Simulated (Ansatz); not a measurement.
C3H7BFN: several calculations on one system

### Relaxation

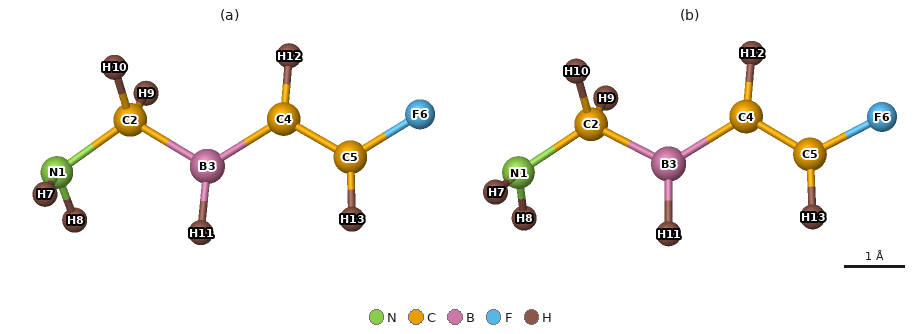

The structure of C3H7BFN before (left) and after (right) a relaxation, at one scale.

A ball-and-stick model, seen at a tilt.

The run prepares an end point of a later path (torsion) calculation, from a guessed geometry.

Theory: RKS PBE0-D4/6-31G (Ansatz 0.2.0). (no spin polarisation; force threshold 0.015 eV/Å; at most 40 steps)

Q: Describe what moved and what it gained.

A: After 6 geometry steps the energy has fallen by 7.26 kcal/mol. Largest force component: 2.3 eV/Å at the start, 0.011 eV/Å at the end. The atom that moves furthest after the best rigid fit is H8 (0.19 Å). By element the largest moves are H 0.19 Å, C 0.09 Å, F 0.06 Å, B 0.05 Å, N 0.03 Å. Among the contacts that change: C2–B3 1.623 → 1.570 Å, B3–H11 1.153 → 1.206 Å, N1–C2 1.517 → 1.469 Å, N1–H7 1.047 → 1.012 Å. Among the angles between lasting bonds that change: C2–N1–H8 105.0° → 113.8°, C2–N1–H7 106.6° → 113.8°, N1–C2–B3 113.3° → 119.3°. The run took 26 s on 1 thread of Arm Neoverse V2 (shared host), peak memory 0.17 GiB.

### Relaxation

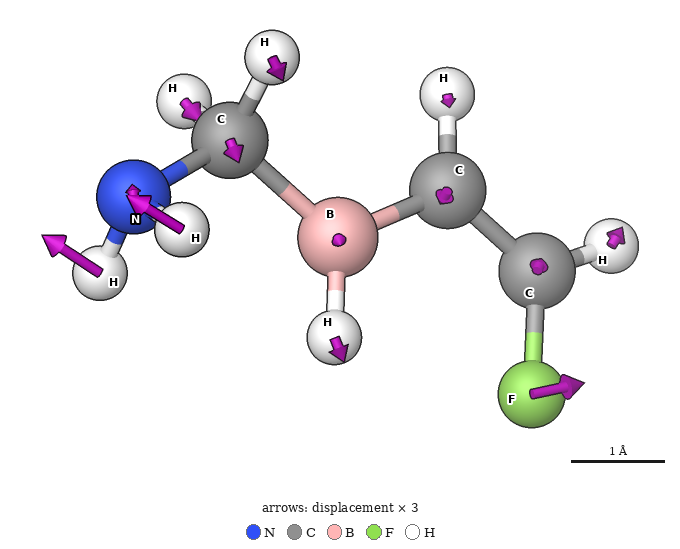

A relaxation of C3H7BFN. The starting structure is drawn; purple arrows show the displacements, 3 times their true length. The two geometries are superimposed by the best rigid fit.

The picture is a ball-and-stick view, seen at a tilt.

The run prepares an end point of a later path (torsion) calculation, from a guessed geometry.

Level of theory: RKS PBE0-D4/6-31G (Ansatz). (no spin polarisation; force threshold 0.015 eV/Å; at most 40 steps)

### What did the optimiser do to the structure, and how much energy did it gain?

The energy falls by 31.9 kJ/mol in 10 geometry steps. Largest force component: 2.4 eV/Å at the start, 0.014 eV/Å at the end. The largest move after the best rigid fit is that of an H atom, 0.27 Å. Largest moves by element: H 0.27 Å, F 0.22 Å, C 0.10 Å, N 0.05 Å, B 0.05 Å. Near-neighbour distances that change, for instance: B–C 1.623 → 1.570 Å, C–N 1.517 → 1.469 Å, B–H 1.153 → 1.200 Å, H–N 1.047 → 1.012 Å. Bond angles that change, for instance: C–N–H 105.0° → 113.6°, C–N–H 106.6° → 113.6°, F–C–H 116.7° → 110.2°. Cost: 39 s on 1 thread of Arm Neoverse V2, on a shared host, peak memory 0.17 GiB.

### Path

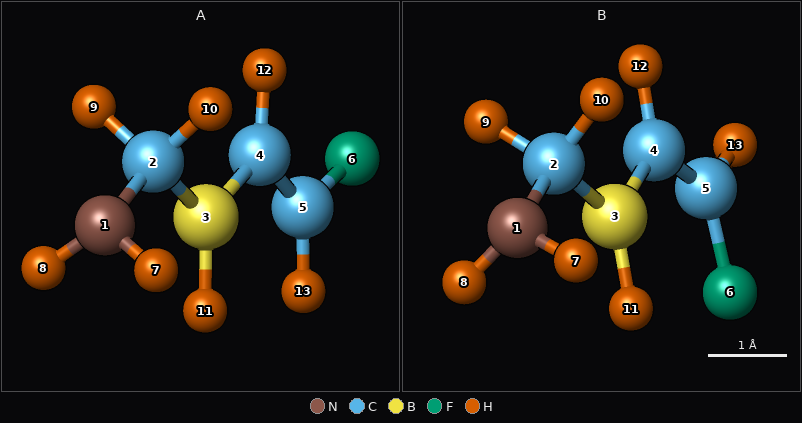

The two relaxed end points of a path for C3H7BFN. Style: ball-and-stick. Shown from a free direction.

These are results of RKS PBE0-D4/6-31G in Ansatz, not measurements.

Input
```yaml
crystal:
  periodic: [false, false, false]
  atoms:
    - { symbol: "N", position_ang: [1.254014, -2.199239, 0.509829] }
    - { symbol: C, position_ang: [0.58699, -0.939667, 0.866129] }
    - { symbol: B, position_ang: [-0.011093, -0.037662, -0.270935] }
    - { symbol: C, position_ang: [-0.6979, 1.304035, 0.030887] }
    - { symbol: C, position_ang: [-1.192018, 2.01655, -0.987335] }
    - { symbol: F, position_ang: [-1.824436, 3.228109, -0.815659] }
    - { symbol: H, position_ang: [2.095754, -2.074306, -0.038097] }
    - { symbol: H, position_ang: [0.640092, -2.878158, 0.077836] }
    - { symbol: H, position_ang: [-0.215046, -1.168742, 1.590213] }
    - { symbol: H, position_ang: [1.28867, -0.337724, 1.469669] }
    - { symbol: H, position_ang: [0.055088, -0.390266, -1.422068] }
    - { symbol: H, position_ang: [-0.80321, 1.705, 1.038439] }
    - { symbol: H, position_ang: [-1.156504, 1.73707, -2.034209] }
basis:
  gaussian: { orbitals: "6-31G" }
hamiltonian:
  xc: pbe0
  dispersion: d4
neb:
  order_check: false
  images: 5
  f_tol: 0.03
  max_iterations: 60
  initial_path: idpp
  final_atoms:
    - { symbol: "N", position_ang: [1.24978955, -2.20193127, 0.50383738] }
    - { symbol: C, position_ang: [0.58627505, -0.93641585, 0.84671854] }
    - { symbol: B, position_ang: [-0.00586392, -0.03986838, -0.29864202] }
    - { symbol: C, position_ang: [-0.700048, 1.2970081, 0.04031445] }
    - { symbol: C, position_ang: [-1.23932263, 2.12226994, -0.86327987] }
    - { symbol: F, position_ang: [-1.22722086, 1.85350326, -2.2157527] }
    - { symbol: H, position_ang: [2.09097241, -2.08191892, -0.04675698] }
    - { symbol: H, position_ang: [0.63283296, -2.87855505, 0.07172848] }
    - { symbol: H, position_ang: [-0.21602114, -1.15478301, 1.57513926] }
    - { symbol: H, position_ang: [1.2906854, -0.32960318, 1.44466991] }
    - { symbol: H, position_ang: [0.07610642, -0.38889024, -1.4439119] }
    - { symbol: H, position_ang: [-0.78198793, 1.63541819, 1.07455915] }
    - { symbol: H, position_ang: [-1.73579629, 3.06876641, -0.67392469] }
```

Run as
```bash
ansatz run input.yaml --threads 1 --pin off --max-ram 2048MiB --backend cpu --events-out ev --progress --plain --runs-dir out
```

> What barrier does the band find between them, and by what path?

Forward barrier 2.36 eV, backward barrier 2.27 eV, with image 3 at the top; the reaction energy is +0.09 eV. The motion is a rotation about the C4–C5 bond by about 180°. No bond forms or breaks between the ends. Bond angles that change up to the highest image, for instance: B3–C4–C5 118.7° → 94.7°, C5–C4–H12 118.2° → 137.1°. The band converged in 41 iterations. The largest component of the band force went from 1.7 to 0.017 eV/Å. The climbing image converged on the top of the path. Its vibrational analysis gives one imaginary mode (801i cm⁻¹), as a transition state must have.

Energies of the converged images:

```
image  path (Å)  E (eV)
    0      0.00   0.000
    1      1.45   0.028
    2      2.90   0.364
    3      4.36   2.358
    4      5.44   0.786
    5      6.53   0.117
    6      7.61   0.090
```

The geometry at the top of the path:

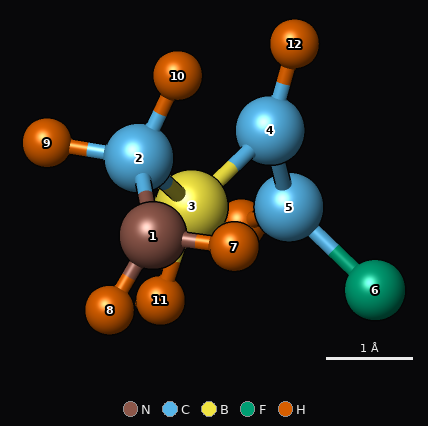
